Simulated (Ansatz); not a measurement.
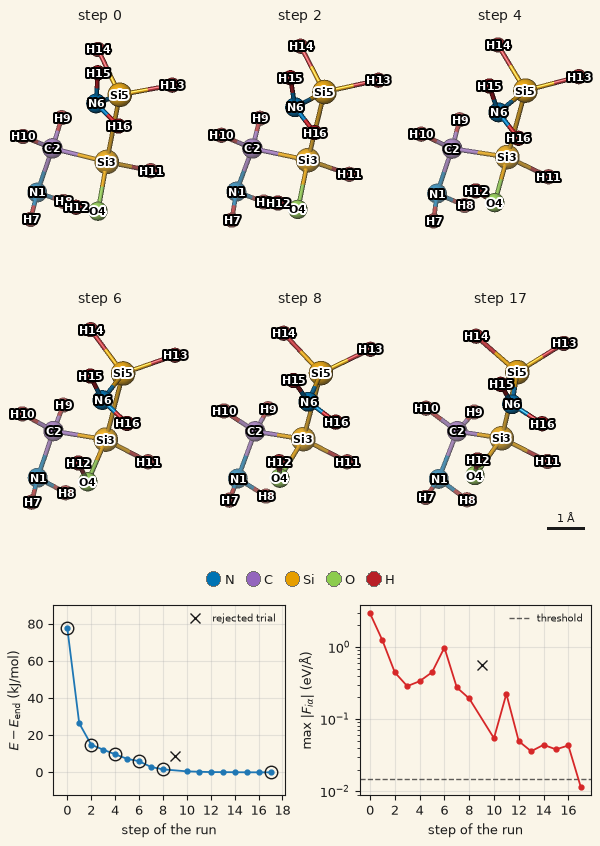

Frames of a relaxation of CH₁₀N₂OSi₂, marked on the history of the run. Style: ball-and-stick. Shown from a free direction.

The run prepares an end point of a later path (torsion) calculation, from a guessed geometry.

These are results of RKS PBE/def2-SVP (Ansatz 0.2.0), not measurements.

The input:
```yaml
crystal:
  periodic: [false, false, false]
  atoms:
    - { symbol: "N", position_ang: [2.4958, -1.0721, -1.2726] }
    - { symbol: C, position_ang: [1.5817, 0.0475, -0.779] }
    - { symbol: Si, position_ang: [0.329, -0.5749, 0.4889] }
    - { symbol: O, position_ang: [-0.422, -1.8884, -0.0644] }
    - { symbol: Si, position_ang: [-1.1255, 1.1703, 0.9516] }
    - { symbol: "N", position_ang: [-2.5773, 1.0141, 0.0796] }
    - { symbol: H, position_ang: [1.8981, -1.786, -1.6468] }
    - { symbol: H, position_ang: [3.0226, -1.4185, -0.5242] }
    - { symbol: H, position_ang: [2.2182, 0.8534, -0.3059] }
    - { symbol: H, position_ang: [1.0497, 0.4883, -1.6024] }
    - { symbol: H, position_ang: [1.0828, -0.9882, 1.7509] }
    - { symbol: H, position_ang: [-1.1295, -1.7001, -0.7399] }
    - { symbol: H, position_ang: [-1.6004, 1.1995, 2.3709] }
    - { symbol: H, position_ang: [-0.5844, 2.5057, 0.624] }
    - { symbol: H, position_ang: [-3.1312, 1.832, 0.1896] }
    - { symbol: H, position_ang: [-3.1304, 0.2948, 0.524] }
basis:
  gaussian: { orbitals: def2-SVP }
hamiltonian:
  xc: pbe
relax:
  f_tol: 0.015
  max_steps: 40
```

Command:
```bash
ansatz run input.yaml --threads 2 --pin off --max-ram 3072MiB --backend cpu --events-out ev --progress --plain --runs-dir out
```

Question: Describe the path.

Answer: The atom that moves furthest after the best rigid fit is H12 (0.91 Å). By element the largest moves are H 0.91 Å, O 0.85 Å, N 0.66 Å, C 0.43 Å, Si 0.24 Å. Near-neighbour distances that change, for instance: Si5–N6 1.701 → 1.790 Å, Si3–O4 1.611 → 1.696 Å, N1–C2 1.527 → 1.474 Å, Si3–Si5 2.318 → 2.372 Å. Among the angles between lasting bonds that change: O4–Si3–Si5 112.9° → 97.6°, Si3–Si5–N6 111.4° → 98.1°, C2–Si3–Si5 107.6° → 120.6°. Groups turn about Si3–O4 by about 50°, Si3–Si5 by about 45°. After 16 accepted moves (17 points after the start) the energy has fallen by 77.9 kJ/mol. The largest force component goes from 2.9 to 0.012 eV/Å. The line search rejected the trial step at point 9 of the run. The run took 34 s on 2 threads of Intel(R) Xeon(R) 6975P-C (Granite Rapids), with other jobs on the host, peak memory 0.21 GiB. From step 0 to 2: H13 moves most (0.29 Å), energy −62.9 kJ/mol. From step 2 to 4: H12 moves most (0.35 Å), energy −5.19 kJ/mol. From step 4 to 6: H12 moves most (0.32 Å), energy −3.71 kJ/mol. From step 6 to 8: O and H atoms move most (0.25 Å), energy −4.40 kJ/mol. From step 8 to 17: H14 moves most (0.25 Å), energy −1.62 kJ/mol.

```csv
step,"E − E(0), kJ/mol","largest force component, eV/Å",note
0,0.00,2.9309,
1,-51.42,1.2380,
2,-62.94,0.4453,
3,-65.62,0.2873,
4,-68.13,0.3361,
5,-70.56,0.4471,
6,-71.84,0.9841,
7,-74.94,0.2758,
8,-76.24,0.1938,
9,-69.03,0.5584,rejected
10,-77.32,0.0545,
11,-77.53,0.2242,
12,-77.71,0.0496,
13,-77.73,0.0359,
14,-77.79,0.0441,
15,-77.83,0.0382,
16,-77.85,0.0432,
17,-77.86,0.0115,
```
